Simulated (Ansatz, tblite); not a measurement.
# Cyclo-(H2SnS)2 (Sn₂H₄S₂): which spin state is lowest

Is the singlet the ground state of cyclo-(H2SnS)2 (Sn₂H₄S₂)? Other spin states are computed and compared level by level.

Program: Ansatz 0.2.0, Gaussian basis. Level of theory: as each input shows. These are calculated values, not measurements.

Levels to be run: triplet, at the geometry of the singlet (GFN1-xTB, GFN2-xTB, PBE0-D4/def2-TZVP, PBE-D4/def2-TZVP, r2SCAN-D4/def2-TZVP); the singlet's energies come from earlier runs.

## (1) The geometry

The geometry is that of the singlet, from an earlier relaxation (PBE-D4/def2-SVP).

8 atoms, charge 0, spin multiplicity 1.

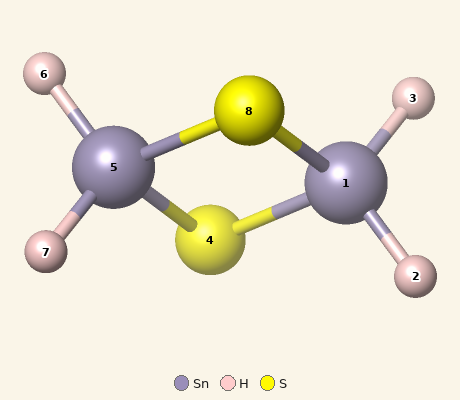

The structure; tin purple, hydrogen pink, sulfur yellow; atoms are numbered from 1 in the order of the file.

Sn takes a core potential in the def2 sets. No spin-orbit coupling is included.

## (2) Triplet at the fixed geometry, GFN1-xTB

Tight binding, by tblite at 300 K electronic temperature and without a spin-polarisation term:

```python
tblite.interface.Calculator('GFN1-xTB', numbers, positions, charge=0, uhf=2).singlepoint()
```

Energy -393.0920 eV; 0.007 s.

## (3) Triplet at the fixed geometry, GFN2-xTB

Tight binding, by tblite at 300 K electronic temperature and without a spin-polarisation term:

```python
tblite.interface.Calculator('GFN2-xTB', numbers, positions, charge=0, uhf=2).singlepoint()
```

Energy -345.4537 eV; 0.007 s.

## (4) Triplet at the fixed geometry, PBE0-D4/def2-TZVP

in.yaml

```yaml
crystal:
  periodic: [false, false, false]
  atoms:
    - {symbol: Sn, position_ang: [-1.139773, -0.111874, 1.180677]}
    - {symbol: H, position_ang: [-1.150836, -1.337886, 2.402851]}
    - {symbol: H, position_ang: [-2.468910, 0.985257, 1.344105]}
    - {symbol: S, position_ang: [1.019618, 1.070248, 1.085710]}
    - {symbol: Sn, position_ang: [1.139926, 0.111628, -1.180573]}
    - {symbol: H, position_ang: [1.146595, 1.339738, -2.400696]}
    - {symbol: H, position_ang: [2.470706, -0.982844, -1.348172]}
    - {symbol: S, position_ang: [-1.017325, -1.074256, -1.083892]}
basis:
  gaussian: {orbitals: def2-TZVP}
magnetization: {spin_polarized: true, initial_magnetization: 2}
hamiltonian: {xc: pbe0, dispersion: d4}
scf: {omitted_lower_state_checks: [starts]}
output: {orbitals: {seedname: orbitals}}
```

On the command line:

```
$ ansatz run in.yaml --threads 4 --pin off --events-out ev --progress --plain --max-ram 3916MiB
```

Output:

```text
Functional definition: PBE0
  name "PBE0"
  cite "Adamo & Barone, J. Chem. Phys. 110, 6158 (1999) doi:10.1063/1.478522"
  cite "Perdew, Burke & Ernzerhof, Phys. Rev. Lett. 77, 3865 (1996) doi:10.1103/PhysRevLett.77.3865"
  parent pbe
  parameter a = 0.25
  parameter kappa = 0.804
  parameter beta = 0.06672455060314922
  exchange = (1 - a)*pbe_x(kappa = kappa, mu = beta*pi^2/3) + a*exact_x
  correlation = pbe_c(beta = beta)
these checks for a lower state are left out or cut short: starts
1640 factors; their error is unknown
mean field evaluation 1: about -33388.9912 eV, gradient 1.5e1 eV
mean field evaluation 2: about -33388.7755 eV, gradient 1.7e1 eV
mean field evaluation 4: about -33390.1541 eV, gradient 7.4e-1 eV
mean field evaluation 8: about -33390.1565 eV, gradient 2.8e-1 eV
mean field evaluation 16: about -33390.3518 eV, gradient 2.4e-4 eV
mean field evaluation 32: about -33390.3731 eV, gradient 2.7e-5 eV
mean field -33390.37311742 eV, -1227.0735792573 hartree, gradient 5.9e-6 eV, S^2 2.010441; 1 other end points of the search recorded, 0 dependent functions left out
reference -33390.37316563 eV, -1227.0735810291 hartree; 41, 39 occupied and 157, 159 virtual orbitals, 1640 factors
Total energy: -33390.64082566 eV, -1227.0834173538 hartree
Checks for a lower state left out: starts
```

Run time: 45 s. Hardware: 4 threads of Arm Neoverse V1, shared host; peak memory 1.2 GiB.

HOMO -3.26 eV, LUMO -5.70 eV (over both spins; with the spin held, an empty level of the minority spin lies below the top filled one); ⟨S²⟩ 2.010 (pure: 2.00); the next solution that the search met lies 0.021 eV higher.

## (5) Triplet at the fixed geometry, PBE-D4/def2-TZVP

start.molden holds the orbitals of an earlier run on this state, given as this run's starting guess.

in.yaml: that of step 4 with these lines changed.

```diff
@@ -12,5 +12,5 @@
 basis:
-  gaussian: {orbitals: def2-TZVP}
+  gaussian: {orbitals: def2-TZVP, initial_orbitals: start.molden}
 magnetization: {spin_polarized: true, initial_magnetization: 2}
-hamiltonian: {xc: pbe0, dispersion: d4}
+hamiltonian: {xc: pbe, dispersion: d4}
 scf: {omitted_lower_state_checks: [starts]}
```

Same command.

Output:

```text
Functional definition: PBE
  name "PBE"
  cite "Perdew, Burke & Ernzerhof, Phys. Rev. Lett. 77, 3865 (1996) doi:10.1103/PhysRevLett.77.3865"
  parent pbe
  parameter kappa = 0.804
  parameter beta = 0.06672455060314922
  exchange = pbe_x(kappa = kappa, mu = beta*pi^2/3)
  correlation = pbe_c(beta = beta)
these checks for a lower state are left out or cut short: starts
1474 factors; their error is unknown
mean field evaluation 1: about -33388.1380 eV, gradient 8.4e0 eV
mean field evaluation 2: about -33388.4084 eV, gradient 3.8e0 eV
mean field evaluation 4: about -33388.5847 eV, gradient 1.5e-1 eV
mean field evaluation 8: about -33388.5685 eV, gradient 2.2e-5 eV
mean field -33388.56854644 eV, -1227.0072624971 hartree, gradient 5.7e-6 eV, S^2 2.004157; 0 other end points of the search recorded, 0 dependent functions left out
reference -33388.56860995 eV, -1227.0072648309 hartree; 41, 39 occupied and 157, 159 virtual orbitals, 1474 factors
Total energy: -33388.87887788 eV, -1227.0186669670 hartree
Checks for a lower state left out: starts
```

Wall time 8 s (4 threads of Arm Neoverse V1, shared host).

HOMO -2.67 eV, LUMO -6.16 eV (over both spins; with the spin held, an empty level of the minority spin lies below the top filled one); ⟨S²⟩ 2.004 (pure: 2.00).

## (6) Triplet at the fixed geometry, r2SCAN-D4/def2-TZVP

in.yaml: that of step 5 with these lines changed.

```diff
@@ -14,3 +14,3 @@
 magnetization: {spin_polarized: true, initial_magnetization: 2}
-hamiltonian: {xc: pbe, dispersion: d4}
+hamiltonian: {xc: r2scan, dispersion: d4}
 scf: {omitted_lower_state_checks: [starts]}
```

Launched as before.

Output:

```text
Functional definition: r2SCAN
  name "r2SCAN"
  cite "Furness, Kaplan, Ning, Perdew & Sun, J. Phys. Chem. Lett. 11, 8208 (2020) doi:10.1021/acs.jpclett.0c02405"
  cite "Furness, Kaplan, Ning, Perdew & Sun, J. Phys. Chem. Lett. 11, 9248 (2020) doi:10.1021/acs.jpclett.0c03077"
  parent r2scan
  parameter k0 = 0.174
  parameter k1 = 0.065
  parameter a1 = 4.9479
  exchange = r2scan_x(k0 = k0, k1 = k1, a1 = a1)
  correlation = r2scan_c
these checks for a lower state are left out or cut short: starts
1474 factors; their error is unknown
mean field evaluation 1: about -33400.6502 eV, gradient 6.5e0 eV
mean field evaluation 2: about -33400.7498 eV, gradient 5.8e-1 eV
mean field evaluation 4: about -33400.8800 eV, gradient 1.5e-1 eV
mean field evaluation 8: about -33400.8661 eV, gradient 3.5e-5 eV
mean field -33400.86613351 eV, -1227.4591904862 hartree, gradient 2.0e-5 eV, S^2 2.010072; 0 other end points of the search recorded, 0 dependent functions left out
reference -33400.86615780 eV, -1227.4591913790 hartree; 41, 39 occupied and 157, 159 virtual orbitals, 1474 factors
Total energy: -33400.93319635 eV, -1227.4616550003 hartree
Checks for a lower state left out: starts
```

It took 19 s on 4 threads of Arm Neoverse V1, shared host.

From the report: HOMO -2.68 eV, LUMO -6.26 eV (over both spins; with the spin held, an empty level of the minority spin lies below the top filled one); ⟨S²⟩ 2.010 (pure: 2.00).

## (7) Triplet less singlet, vertical

The singlet's energies are those of its earlier runs, whose logs aren't repeated here.

```
              level  triplet less singlet, vertical (kJ/mol)     time
           GFN1-xTB                                   +370.7  0.013 s
           GFN2-xTB                                   +242.0  0.013 s
   PBE-D4/def2-TZVP                                   +346.1     11 s
r2SCAN-D4/def2-TZVP                                   +373.5     28 s
  PBE0-D4/def2-TZVP                                   +400.2     52 s
```

Times add the two runs; a level without a time comes out of a correlated run. Tight binding without a spin term can't rank spin states.

## (8) Outcome

```
                                                quantity                                       value
triplet less singlet, vertical, functionals in def2-TZVP  +346.1 (PBE-D4) to +400.2 kJ/mol (PBE0-D4)
```

**Reading.** All functionals put the triplet above the singlet, over a spread of 54.1 kJ/mol. The checks for a lower triplet were left out, so another state of that spin may lie lower. These are electronic energies, without zero-point motion, entropy or surroundings.
